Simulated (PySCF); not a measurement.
**[WOF3]−: other functionals and bases at one geometry**

Aim: see how levels, charges and forces of [WOF3]− depend on the level of theory. The structure is generated, not taken from experiment.

Computed with PySCF 2.14.0. Level: several levels, as the steps say, no spin–orbit coupling.

5 further runs of the same task are left out: 2 for a known fault of the program, 1 that didn't finish, 2 set aside as unsound or not needed. Runs told in other sessions of the task aren't counted.

### 1 Starting geometry

5 atoms, charge -1, spin multiplicity 1.

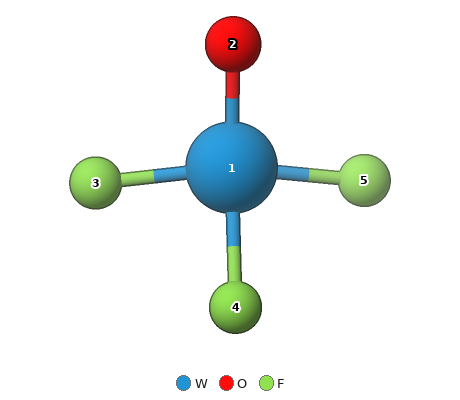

The geometry (tungsten blue, oxygen red, fluorine green); atoms are numbered from 1 in the order of the file.

Coordinates:

| atom | x (Å) | y (Å) | z (Å) |
| --- | --- | --- | --- |
| W1 | 0.06506 | 0.00000 | -0.00025 |
| O2 | 1.76530 | 0.00000 | 0.32809 |
| F3 | -0.12770 | 1.86731 | -0.20850 |
| F4 | -1.86694 | 0.00000 | 0.29699 |
| F5 | -0.12770 | -1.86731 | -0.20850 |

Formal oxidation states: W +4. An earlier session relaxed this geometry at r2SCAN, W def2-SVP with ECP60, O def2-SVP, F def2-SVP (singlet, point group Cs).

At r2SCAN on the finer grid: E = -441.684866 Eh, HOMO 0.13 eV, LUMO 1.90 eV, Mulliken charge on W1 +0.67 e, largest force component 0.033 eV/Å. The highest filled level lies above zero; it isn't the detachment energy.

Levels to run: revPBE; CAM-B3LYP; PBE; TPSSh; r2SCAN, TZVP; r2SCAN, x2c-SVP. Hardware: 2 threads of Arm Neoverse V1, shared host.

### 2 revPBE

File run.py (the lines that set the calculation):

```python
mol = gto.M(atom='''
W      0.06506     0.00000    -0.00025
O      1.76530     0.00000     0.32809
F     -0.12770     1.86731    -0.20850
F     -1.86694     0.00000     0.29699
F     -0.12770    -1.86731    -0.20850''',
    basis={'W': 'def2-SVP', 'O': 'def2-SVP', 'F': 'def2-SVP'},
    ecp={'W': 'def2-SVP'},
    charge=-1, spin=0)
mf = dft.RKS(mol, xc='PBE_R,PBE')
mf.grids.atom_grid = (75, 302)
mf = mf.density_fit()  # fitting sets: W def2-universal-JKFIT, O def2-universal-JKFIT, F def2-universal-JKFIT
mf.conv_tol = 1e-08; mf.max_cycle = 55
mf.kernel(dm0)  # dm0: the density of the relaxed state
```

Command:

```console
$ OMP_NUM_THREADS=2 python run.py
```

The program printed:

```text
init E= -441.754545052761
  HOMO = 0.0137354290505556  LUMO = 0.0639080299984549  gap/eV = 1.36527
cycle= 1 E= -441.749841859729  delta_E= 0.0047  |g|= 0.193  |ddm|= 0.326
  HOMO = 0.0450864654856069  LUMO = 0.0991705845083217  gap/eV = 1.47170
cycle= 2 E= -441.664215086356  delta_E= 0.0856  |g|= 0.657  |ddm|= 0.74
  HOMO = 0.0184534915465484  LUMO = 0.0675776095131368  gap/eV = 1.33674
cycle= 3 E= -441.754322516319  delta_E= -0.0901  |g|= 0.124  |ddm|= 0.617
  HOMO = 0.0175418147762265  LUMO = 0.0676312860379475  gap/eV = 1.36300
cycle= 4 E= -441.757371176359  delta_E= -0.00305  |g|= 0.00895  |ddm|= 0.0801
  HOMO = 0.0184296683724376  LUMO = 0.0686190088331315  gap/eV = 1.36572
cycle= 5 E= -441.757385548275  delta_E= -1.44e-05  |g|= 0.00328  |ddm|= 0.0103
  HOMO = 0.0183165712954647  LUMO = 0.0684284578674195  gap/eV = 1.36361
cycle= 6 E= -441.757387455735  delta_E= -1.91e-06  |g|= 0.00129  |ddm|= 0.00326
  HOMO = 0.0183202163451384  LUMO = 0.0684548742277862  gap/eV = 1.36423
cycle= 7 E= -441.757387733425  delta_E= -2.78e-07  |g|= 0.000521  |ddm|= 0.000918
  HOMO = 0.0183405680121922  LUMO = 0.0684819434779378  gap/eV = 1.36442
cycle= 8 E= -441.75738778902  delta_E= -5.56e-08  |g|= 9.47e-05  |ddm|= 0.00051
  HOMO = 0.0183362525317818  LUMO = 0.068476826047835  gap/eV = 1.36439
cycle= 9 E= -441.757387790909  delta_E= -1.89e-09  |g|= 1.04e-05  |ddm|= 0.000102
  HOMO = 0.0183381319434055  LUMO = 0.0684783131587601  gap/eV = 1.36438
Extra cycle  E= -441.757387790734  delta_E= 1.75e-10  |g|= 3.12e-05  |ddm|= 3.92e-05
converged SCF energy = -441.757387790734
```

Wall time 3.5 s (2 threads of Arm Neoverse V1, shared host).

It gives: E = -441.757388 Eh, HOMO 0.50 eV, LUMO 1.86 eV, Mulliken charge on W1 +0.47 e, largest force component 0.660 eV/Å. The highest filled level lies above zero; it isn't the detachment energy.

### 3 CAM-B3LYP

run.py (the lines that set the calculation): that of step 2 with these lines changed.

```diff
@@ -9,3 +9,3 @@
     charge=-1, spin=0)
-mf = dft.RKS(mol, xc='PBE_R,PBE')
+mf = dft.RKS(mol, xc='CAMB3LYP')
 mf.grids.atom_grid = (75, 302)
```

Command:

```console
$ OMP_NUM_THREADS=2 python run.py
```

The program printed:

```text
init E= -441.659252556391
  HOMO = -0.0678968111904368  LUMO = 0.162052804251296  gap/eV = 6.25725
cycle= 1 E= -441.66157178736  delta_E= -0.00232  |g|= 0.108  |ddm|= 0.201
  HOMO = -0.0940814368328198  LUMO = 0.133279498493327  gap/eV = 6.18681
cycle= 2 E= -441.653581156408  delta_E= 0.00799  |g|= 0.232  |ddm|= 0.279
  HOMO = -0.081286945981514  LUMO = 0.149552054180653  gap/eV = 6.28145
cycle= 3 E= -441.663847462226  delta_E= -0.0103  |g|= 0.027  |ddm|= 0.169
  HOMO = -0.0799324596662423  LUMO = 0.151108693205479  gap/eV = 6.28695
cycle= 4 E= -441.663985016009  delta_E= -0.000138  |g|= 0.00562  |ddm|= 0.02
  HOMO = -0.0796988476676788  LUMO = 0.152043105441784  gap/eV = 6.30602
cycle= 5 E= -441.663994063718  delta_E= -9.05e-06  |g|= 0.00169  |ddm|= 0.0111
  HOMO = -0.0801041358239338  LUMO = 0.151688844919804  gap/eV = 6.30741
cycle= 6 E= -441.663995446343  delta_E= -1.38e-06  |g|= 0.000383  |ddm|= 0.00583
  HOMO = -0.0800577855290179  LUMO = 0.151790560283683  gap/eV = 6.30891
cycle= 7 E= -441.663995540742  delta_E= -9.44e-08  |g|= 8.93e-05  |ddm|= 0.00158
  HOMO = -0.0800467759803567  LUMO = 0.151812237788523  gap/eV = 6.30921
cycle= 8 E= -441.663995545641  delta_E= -4.9e-09  |g|= 4.8e-05  |ddm|= 0.000314
  HOMO = -0.0800455203731332  LUMO = 0.151813614941858  gap/eV = 6.30921
Extra cycle  E= -441.663995545984  delta_E= -3.43e-10  |g|= 6.07e-05  |ddm|= 0.000102
converged SCF energy = -441.663995545984
```

Wall time 3.9 s (2 threads of Arm Neoverse V1, shared host).

Result: E = -441.663996 Eh, HOMO -2.18 eV, LUMO 4.13 eV, Mulliken charge on W1 +0.69 e, largest force component 0.620 eV/Å. 

### 4 PBE

run.py (the lines that set the calculation): that of step 3 with these lines changed.

```diff
@@ -9,3 +9,3 @@
     charge=-1, spin=0)
-mf = dft.RKS(mol, xc='CAMB3LYP')
+mf = dft.RKS(mol, xc='PBE')
 mf.grids.atom_grid = (75, 302)
```

Command:

```console
$ OMP_NUM_THREADS=2 python run.py
```

The program printed:

```text
init E= -441.499472079338
  HOMO = 0.0127952643464475  LUMO = 0.0621079696871121  gap/eV = 1.34187
cycle= 1 E= -441.495864479936  delta_E= 0.00361  |g|= 0.189  |ddm|= 0.335
  HOMO = 0.0407265340388498  LUMO = 0.0925215794917946  gap/eV = 1.40941
cycle= 2 E= -441.417044380305  delta_E= 0.0788  |g|= 0.636  |ddm|= 0.696
  HOMO = 0.0153617373844526  LUMO = 0.0628376470617305  gap/eV = 1.29189
cycle= 3 E= -441.499657557513  delta_E= -0.0826  |g|= 0.129  |ddm|= 0.592
  HOMO = 0.0150411344762098  LUMO = 0.0636530728363383  gap/eV = 1.32280
cycle= 4 E= -441.502951922252  delta_E= -0.00329  |g|= 0.00912  |ddm|= 0.082
  HOMO = 0.0164947678968588  LUMO = 0.0654289540936084  gap/eV = 1.33157
cycle= 5 E= -441.502965456885  delta_E= -1.35e-05  |g|= 0.00505  |ddm|= 0.0179
  HOMO = 0.0160576800430974  LUMO = 0.0648161527825408  gap/eV = 1.32679
cycle= 6 E= -441.502971208218  delta_E= -5.75e-06  |g|= 0.00134  |ddm|= 0.00708
  HOMO = 0.0160540465388124  LUMO = 0.064833929165264  gap/eV = 1.32737
cycle= 7 E= -441.502971478283  delta_E= -2.7e-07  |g|= 0.000644  |ddm|= 0.000965
  HOMO = 0.0160796320209222  LUMO = 0.0648636767934789  gap/eV = 1.32748
cycle= 8 E= -441.502971560881  delta_E= -8.26e-08  |g|= 0.00012  |ddm|= 0.000567
  HOMO = 0.0160782176129821  LUMO = 0.0648620040591013  gap/eV = 1.32747
cycle= 9 E= -441.502971563815  delta_E= -2.93e-09  |g|= 1.67e-05  |ddm|= 0.000111
  HOMO = 0.0160778808777877  LUMO = 0.0648610111549708  gap/eV = 1.32746
Extra cycle  E= -441.502971563654  delta_E= 1.61e-10  |g|= 3.38e-05  |ddm|= 4.43e-05
converged SCF energy = -441.502971563654
```

Wall time 3.5 s (2 threads of Arm Neoverse V1, shared host).

Result: E = -441.502972 Eh, HOMO 0.44 eV, LUMO 1.76 eV, Mulliken charge on W1 +0.44 e, largest force component 0.455 eV/Å. The highest filled level lies above zero; it isn't the detachment energy.

### 5 TPSSh

run.py (the lines that set the calculation): that of step 4 with these lines changed.

```diff
@@ -9,3 +9,3 @@
     charge=-1, spin=0)
-mf = dft.RKS(mol, xc='PBE')
+mf = dft.RKS(mol, xc='TPSSH')
 mf.grids.atom_grid = (75, 302)
```

Command:

```console
$ OMP_NUM_THREADS=2 python run.py
```

The program printed:

```text
init E= -441.780833635769
  HOMO = -0.00379290004324417  LUMO = 0.0876754114619551  gap/eV = 2.48898
cycle= 1 E= -441.781317796997  delta_E= -0.000484  |g|= 0.0303  |ddm|= 0.112
  HOMO = -0.0107977418616194  LUMO = 0.078645819960439  gap/eV = 2.43388
cycle= 2 E= -441.778960472822  delta_E= 0.00236  |g|= 0.111  |ddm|= 0.115
  HOMO = -0.00710934683123909  LUMO = 0.0835035865955867  gap/eV = 2.46570
cycle= 3 E= -441.781506939109  delta_E= -0.00255  |g|= 0.00819  |ddm|= 0.0815
  HOMO = -0.00598431157175128  LUMO = 0.0848894802765798  gap/eV = 2.47280
cycle= 4 E= -441.781521086154  delta_E= -1.41e-05  |g|= 0.00265  |ddm|= 0.0116
  HOMO = -0.00608780742327042  LUMO = 0.0848069689634201  gap/eV = 2.47337
cycle= 5 E= -441.781522413477  delta_E= -1.33e-06  |g|= 0.000449  |ddm|= 0.00228
  HOMO = -0.00610274352614582  LUMO = 0.0847800227450755  gap/eV = 2.47305
cycle= 6 E= -441.781522449421  delta_E= -3.59e-08  |g|= 9.7e-05  |ddm|= 0.000582
  HOMO = -0.00610198268755369  LUMO = 0.0847833278809169  gap/eV = 2.47312
cycle= 7 E= -441.781522451356  delta_E= -1.94e-09  |g|= 2.78e-05  |ddm|= 0.000112
  HOMO = -0.00609753547132996  LUMO = 0.0847887056000189  gap/eV = 2.47314
Extra cycle  E= -441.781522450272  delta_E= 1.08e-09  |g|= 7.75e-05  |ddm|= 8.31e-05
converged SCF energy = -441.781522450272
```

It took 4.2 s on 2 threads of Arm Neoverse V1, shared host.

Result: E = -441.781522 Eh, HOMO -0.17 eV, LUMO 2.31 eV, Mulliken charge on W1 +0.66 e, largest force component 0.119 eV/Å. 

### 6 r2SCAN, TZVP

Basis: W def2-TZVP with ECP60, O def2-TZVP, F def2-TZVP. 

File run.py (the lines that set the calculation):

```python
mol = gto.M(atom='''
W      0.06506     0.00000    -0.00025
O      1.76530     0.00000     0.32809
F     -0.12770     1.86731    -0.20850
F     -1.86694     0.00000     0.29699
F     -0.12770    -1.86731    -0.20850''',
    basis={'W': 'def2-TZVP', 'O': 'def2-TZVP', 'F': 'def2-TZVP'},
    ecp={'W': 'def2-TZVP'},
    charge=-1, spin=0)
mf = dft.RKS(mol, xc='R2SCAN')
mf.grids.atom_grid = (75, 302)
mf = mf.density_fit()  # fitting sets: W def2-universal-JKFIT, O def2-universal-JKFIT, F def2-universal-JKFIT
mf.conv_tol = 1e-08; mf.max_cycle = 55
mf.kernel(dm0)  # dm0: free metal ions and neutral atoms
```

Command:

```console
$ OMP_NUM_THREADS=2 python run.py
```

The program printed:

```text
init E= -457.640704261683
  HOMO = 0.132159981772599  LUMO = 0.187004962857968  gap/eV = 1.49241
cycle= 1 E= -438.760898226941  delta_E= 18.9  |g|=  4.7  |ddm|= 3.38
  HOMO = 0.0665096425586782  LUMO = 0.14351934482767  gap/eV = 2.09554
cycle= 2 E= -435.254710362101  delta_E= 3.51  |g|= 6.52  |ddm|= 6.69
  HOMO = -0.0536995668084846  LUMO = -0.0500706962591091  gap/eV = 0.09875
cycle= 3 E= -441.094651332101  delta_E= -5.84  |g|= 2.33  |ddm|=    6
  HOMO = 0.0549441338514818  LUMO = 0.131629812867764  gap/eV = 2.08672
cycle= 4 E= -441.369953101709  delta_E= -0.275  |g|= 1.96  |ddm|=  2.3
  HOMO = 0.00271544952993352  LUMO = 0.0696897377078614  gap/eV = 1.82246
cycle= 5 E= -442.164551250934  delta_E= -0.795  |g|= 0.247  |ddm|= 1.42
  HOMO = -0.0174771823610307  LUMO = 0.0399170827471877  gap/eV = 1.56178
cycle= 6 E= -442.15644053286  delta_E= 0.00811  |g|= 0.306  |ddm|= 0.347
  HOMO = -0.00432472543030471  LUMO = 0.0593939930747318  gap/eV = 1.73387
cycle= 7 E= -442.171635900872  delta_E= -0.0152  |g|= 0.107  |ddm|= 0.18
  HOMO = 0.000885128772804222  LUMO = 0.0654413638544256  gap/eV = 1.75666
cycle= 8 E= -442.173587977699  delta_E= -0.00195  |g|= 0.0458  |ddm|= 0.0661
  HOMO = -3.65576728853512e-05  LUMO = 0.0645227900283274  gap/eV = 1.75675
cycle= 9 E= -442.173997624168  delta_E= -0.00041  |g|= 0.00924  |ddm|= 0.0246
  HOMO = 0.000461467568083407  LUMO = 0.0652557712943285  gap/eV = 1.76314
cycle= 10 E= -442.174013808216  delta_E= -1.62e-05  |g|= 0.00232  |ddm|= 0.00731
  HOMO = 0.000598387812583923  LUMO = 0.0653948236931257  gap/eV = 1.76320
cycle= 11 E= -442.17401490662  delta_E= -1.1e-06  |g|= 0.000753  |ddm|= 0.00263
  HOMO = 0.00058155762349088  LUMO = 0.0653782149601838  gap/eV = 1.76321
cycle= 12 E= -442.174015022116  delta_E= -1.15e-07  |g|= 0.000141  |ddm|= 0.000503
  HOMO = 0.000584533464170534  LUMO = 0.0653814245910311  gap/eV = 1.76321
cycle= 13 E= -442.174015025792  delta_E= -3.68e-09  |g|= 3.05e-05  |ddm|= 9.55e-05
  HOMO = 0.000584862114230589  LUMO = 0.0653824300876344  gap/eV = 1.76323
Extra cycle  E= -442.174015023979  delta_E= 1.81e-09  |g|= 0.000101  |ddm|= 6.42e-05
converged SCF energy = -442.174015023979
```

Run time: 15 s. Hardware: 2 threads of Arm Neoverse V1, shared host.

Read off: E = -442.174015 Eh, HOMO 0.02 eV, LUMO 1.78 eV, Mulliken charge on W1 +1.00 e, largest force component 0.250 eV/Å. The highest filled level lies above zero; it isn't the detachment energy.

### 7 r2SCAN, x2c-SVP

Basis: W x2c-SVPall, O x2c-SVPall, F x2c-SVPall. All electrons are treated, with the spin-free X2C Hamiltonian.

File run.py (the lines that set the calculation):

```python
mol = gto.M(atom='''
W      0.06506     0.00000    -0.00025
O      1.76530     0.00000     0.32809
F     -0.12770     1.86731    -0.20850
F     -1.86694     0.00000     0.29699
F     -0.12770    -1.86731    -0.20850''',
    basis={'W': 'x2c-SVPall', 'O': 'x2c-SVPall', 'F': 'x2c-SVPall'},
    nucmod='G',
    charge=-1, spin=0)
mf = dft.RKS(mol, xc='R2SCAN')
mf.grids.atom_grid = (99, 590)
mf = mf.density_fit()  # fitting sets: W AutoAux, O AutoAux, F AutoAux
mf = mf.sfx2c1e()
mf.conv_tol = 1e-08; mf.max_cycle = 55
mf.kernel(dm0)  # dm0: free metal ions and neutral atoms
```

Command:

```console
$ OMP_NUM_THREADS=2 python run.py
```

The program printed:

```text
init E= -16534.0333919659
  HOMO = 0.148319245520261  LUMO = 0.190664603150065  gap/eV = 1.15228
cycle= 1 E= -16514.3067132524  delta_E= 19.7  |g|= 4.45  |ddm|= 4.78
  HOMO = 0.066131064203601  LUMO = 0.146933359183052  gap/eV = 2.19874
cycle= 2 E= -16511.2242283713  delta_E= 3.08  |g|= 5.51  |ddm|= 7.99
  HOMO = -0.0749076962527566  LUMO = -0.0692857244734356  gap/eV = 0.15298
cycle= 3 E= -16515.0679183554  delta_E= -3.84  |g|= 3.67  |ddm|= 7.04
  HOMO = 0.0192194476639713  LUMO = 0.0784035451615352  gap/eV = 1.61048
cycle= 4 E= -16517.4273717706  delta_E= -2.36  |g|= 1.38  |ddm|= 3.26
  HOMO = -0.00302910067727069  LUMO = 0.0540209549875286  gap/eV = 1.55241
cycle= 5 E= -16517.6947240786  delta_E= -0.267  |g|= 0.922  |ddm|= 1.53
  HOMO = -0.0286502155797539  LUMO = 0.0234930736770433  gap/eV = 1.41889
cycle= 6 E= -16517.8352809983  delta_E= -0.141  |g|= 0.349  |ddm|= 0.561
  HOMO = -0.0109877732353993  LUMO = 0.0498688635561759  gap/eV = 1.65599
cycle= 7 E= -16517.8513938055  delta_E= -0.0161  |g|= 0.206  |ddm|= 0.254
  HOMO = -0.000771317099930613  LUMO = 0.0617645956220372  gap/eV = 1.70169
cycle= 8 E= -16517.8581498957  delta_E= -0.00676  |g|= 0.0935  |ddm|= 0.151
  HOMO = -0.00492477581424744  LUMO = 0.0574705843067598  gap/eV = 1.69786
cycle= 9 E= -16517.8598951083  delta_E= -0.00175  |g|= 0.00637  |ddm|= 0.0749
  HOMO = -0.00487606368914584  LUMO = 0.057322959004475  gap/eV = 1.69252
cycle= 10 E= -16517.8599000472  delta_E= -4.94e-06  |g|= 0.00344  |ddm|= 0.00601
  HOMO = -0.00471276060500614  LUMO = 0.0574667643660689  gap/eV = 1.69199
cycle= 11 E= -16517.8599023793  delta_E= -2.33e-06  |g|= 0.000935  |ddm|= 0.00295
  HOMO = -0.00468224514344229  LUMO = 0.0575085938995876  gap/eV = 1.69230
cycle= 12 E= -16517.859902565  delta_E= -1.86e-07  |g|= 0.000184  |ddm|= 0.000865
  HOMO = -0.00468370267712004  LUMO = 0.0575099498683134  gap/eV = 1.69238
cycle= 13 E= -16517.859902572  delta_E= -6.96e-09  |g|= 2.64e-05  |ddm|= 0.000115
  HOMO = -0.00468622540985209  LUMO = 0.057507203383377  gap/eV = 1.69237
Extra cycle  E= -16517.8599025705  delta_E= 1.48e-09  |g|= 8.91e-05  |ddm|= 7.78e-05
converged SCF energy = -16517.8599025705
```

Run time: 28 s. Hardware: 2 threads of Arm Neoverse V1, shared host.

It gives: E = -16517.859903 Eh, HOMO -0.13 eV, LUMO 1.56 eV, Mulliken charge on W1 +0.57 e, largest force component 1.211 eV/Å. 

### 8 Results

| level | state | HOMO (eV) | gap (eV) | charge on W1 (e) | dipole (D) | largest force component (eV/Å) | basis functions | time |
| --- | --- | --- | --- | --- | --- | --- | --- | --- |
| r2SCAN (relaxed here) | singlet | 0.13 | 1.77 | 0.67 | 0.29 | 0.03 | 88 | 14 s |
| revPBE | singlet | 0.50 | 1.36 | 0.47 | 0.27 | 0.66 | 88 | 3.5 s |
| CAM-B3LYP | singlet | -2.18 | 6.31 | 0.69 | 0.37 | 0.62 | 88 | 3.9 s |
| PBE | singlet | 0.44 | 1.33 | 0.44 | 0.28 | 0.45 | 88 | 3.5 s |
| TPSSh | singlet | -0.17 | 2.47 | 0.66 | 0.33 | 0.12 | 88 | 4.2 s |
| r2SCAN, TZVP | singlet | 0.02 | 1.76 | 1.00 | 0.34 | 0.25 | 164 | 15 s |
| r2SCAN, x2c-SVP | singlet | -0.13 | 1.69 | 0.57 | 0.33 | 1.21 | 122 | 28 s |

Times are on 2 threads of Arm Neoverse V1, shared host; the first row also made further properties. The dipole of a charged species depends on the origin, so these sizes hold for this origin alone.

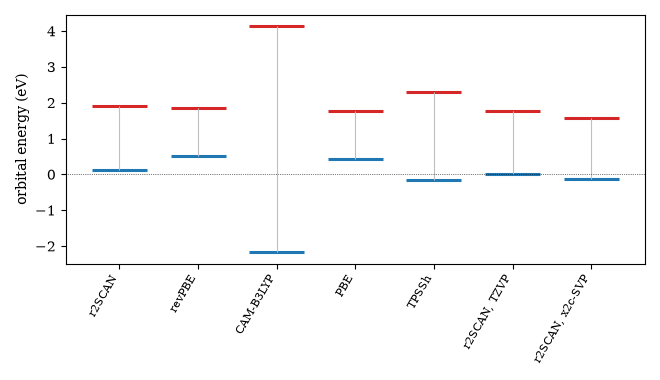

Highest filled and lowest empty level, method by method.

In one basis the HOMO–LUMO gap runs from 1.33 eV (PBE) to 6.31 eV (CAM-B3LYP). The largest leftover force, 1.21 eV/Å with r2SCAN, x2c-SVP, stands at a geometry relaxed at another level. The Mulliken charge on W spans +0.44 to +1.00 e over the levels. Total energies of different levels can't be compared. Spin–orbit coupling is left out throughout.
